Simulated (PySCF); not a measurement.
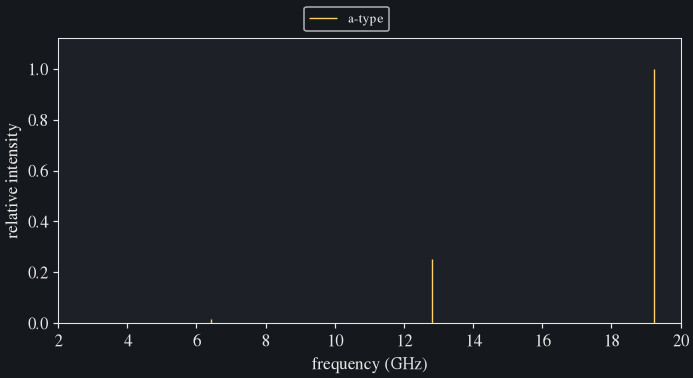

SnH₃Cl (SnClH3), SMILES [SnH3][Cl], singlet. Simulated rotational absorption lines between 2 and 20 GHz at 10 K: rigid rotor with the equilibrium constants and dipole of one optimised conformer (PBE0-D3(BJ)/def2-SVP, PySCF 2.14.0), commonest isotopes; no centrifugal distortion, hyperfine structure, internal rotation or nuclear-spin weights; lines within 1 MHz of each other are summed. Lines of different type are drawn apart.

**What are the rotational constants, and what kind of rotor is it?**

Rotational constants A, B, C = 62.23, 3.204, 3.204 GHz; Ray's κ = −1.00, a prolate symmetric top.

**Which dipole components drive the lines?**

|μa|, |μb|, |μc| = 2.57, 0.01, 0.00 D; a-type lines carry 100 % of the intensity in this range.

Caveats: coarse grid, loose stop and no frequency check, small forces are noise and the end may be a saddle; effective core potentials, which hold scalar relativity, on atoms heavier than Kr.
